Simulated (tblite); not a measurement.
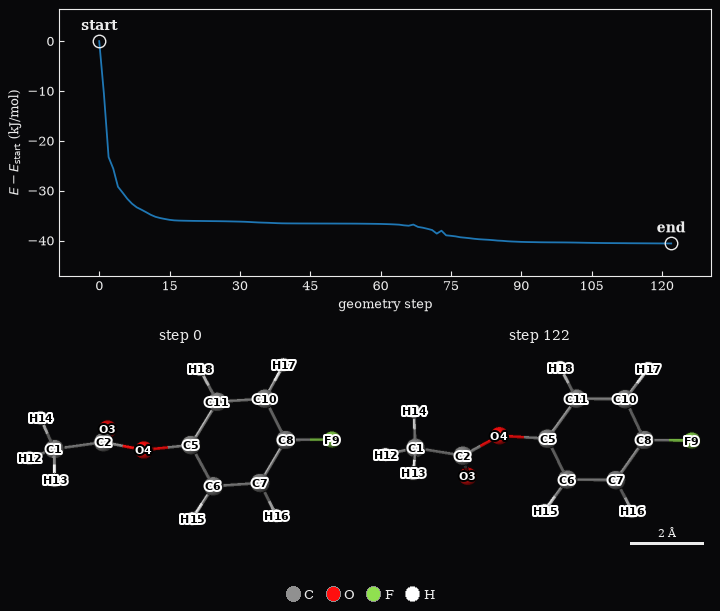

First and last geometry of a relaxation of C₈H₇FO₂, with the history of the run. A ball-and-stick model, seen at a tilt.

Method: tblite 0.8.0, GFN2-xTB geometry optimisation, gas phase. 

Question: Read the history and describe the run.

Answer: It converged. O3 moves most after the best rigid fit: 1.30 Å. Largest moves by element: O 1.30 Å, H 0.45 Å, C 0.38 Å, F 0.20 Å. Some distances before and after: C2–O3 1.255 → 1.199 Å, C1–H12 1.111 → 1.086 Å, C6–C7 1.359 → 1.384 Å, C11–H18 1.100 → 1.078 Å. Bond angles that change, for instance: C1–C2–O4 119.8° → 109.7°, O4–C5–C11 123.4° → 116.1°, O4–C5–C6 117.0° → 123.3°. Groups turn about O4–C5 by about 55°, C1–C2 by about 40°. Over 122 geometry steps the energy falls by 40.6 kJ/mol.
